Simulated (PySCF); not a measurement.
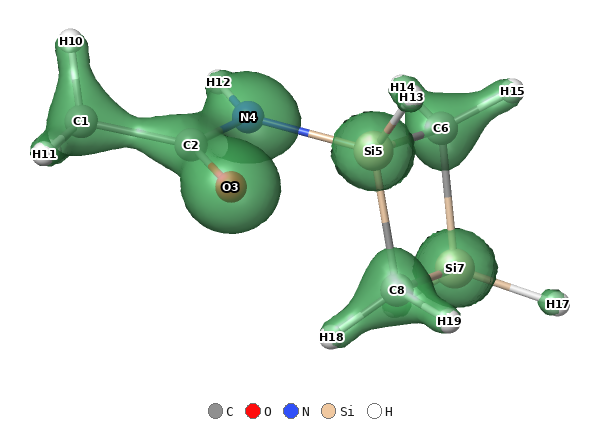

The picture shows: C₄H₁₁NOSi₂ (SMILES CC(=O)N[SiH]1C[SiH2]C1). Isosurface of the electron density at 1.5 e/Å³ (green), seen at an oblique angle.

Geometry: GFN2-xTB.

Method: PBE0/pcSseg-1, SCF density, gas phase, non-relativistic (PySCF 2.14.0).

```xyz
19

C     3.2776    0.1087    0.6575
C     1.9730   -0.4206    0.1195
O     1.7309   -1.6024   -0.0429
N     1.0201    0.4692   -0.2019
Si   -0.4283   -0.3296   -0.8032
C    -1.7944    1.0115   -0.9261
Si   -2.7427    0.2635    0.5584
C    -1.4538   -1.1576    0.5790
H     3.0952    0.7541    1.5145
H     3.7803    0.6907   -0.1131
H     3.9141   -0.7204    0.9531
H     1.1793    1.4555   -0.0859
H    -0.0929   -1.0271   -2.0389
H    -1.4867    2.0473   -0.8168
H    -2.3457    0.9496   -1.8591
H    -2.7268    1.1072    1.7581
H    -4.1158   -0.1553    0.2708
H    -0.9315   -1.3134    1.5185
H    -1.8619   -2.1215    0.2910
```

### How is the density connected at this value?

At this value the surface falls into eight separate pieces. It bridges the sampled C–O (1.22 Å), C–N (1.34 Å) and C–C (1.51 Å) contacts, where the density stays above the isovalue. It is pinched off along the sampled Si–N (1.76 Å) contacts. On the grid the lowest density along these lines, outside the cores, is 2.8 e/Å³ (C–O, 1.22 Å), 2.3 e/Å³ (C–N, 1.34 Å), 1.7 e/Å³ (C–C, 1.51 Å) and 0.82 e/Å³ (Si–N, 1.76 Å).
